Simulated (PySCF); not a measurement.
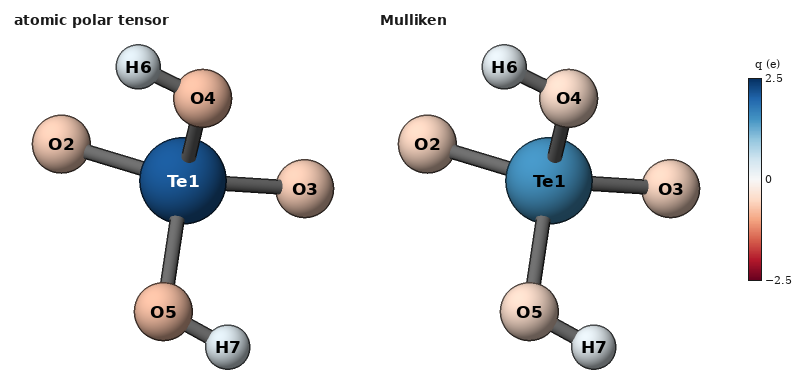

Atomic charges of one calculation by 2 schemes, on one colour scale. Computed geometry: PBE0/def2-SVP with core potentials optimisation. Level of theory: PBE0/def2-SVP, core potentials on Te (PySCF 2.14.0).

> Which scheme gives the most polar picture (largest mean size of the charges)?

The atomic polar tensor charges are the largest in size here.

> On which atom do the schemes disagree most?

On Te1 (from 1.47 to 2.08 e).

List the charges (e), one line for each set of equivalent atoms.

| atom | atomic polar tensor | Mulliken |
| --- | --- | --- |
| Te1 | 2.08 | 1.47 |
| O2, O3 | −0.60 | −0.52 |
| O4, O5 | −0.73 | −0.43 |
| H6, H7 | 0.30 | 0.22 |
